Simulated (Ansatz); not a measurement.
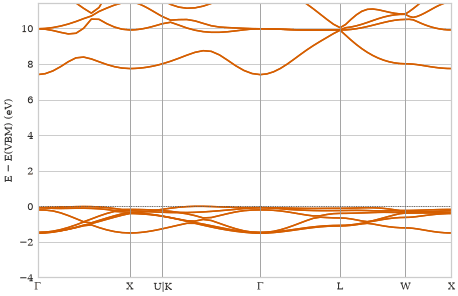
Figure: Band structure from r²SCAN with spin–orbit coupling in the plane-wave PAW code Ansatz

**Question.** Read off the gap and where the band edges lie.

**Answer.** About 7.4 eV (7.40 eV by a search for the band edges); maximum on the K–Γ line, 37 % of the way from K, minimum at Γ.

The material is BaF$_{2}$ (fluorite, Fm-3m).

The r²SCAN relaxation kept the symmetry of its start.

Potentials: the later of the program's two PAW sets.
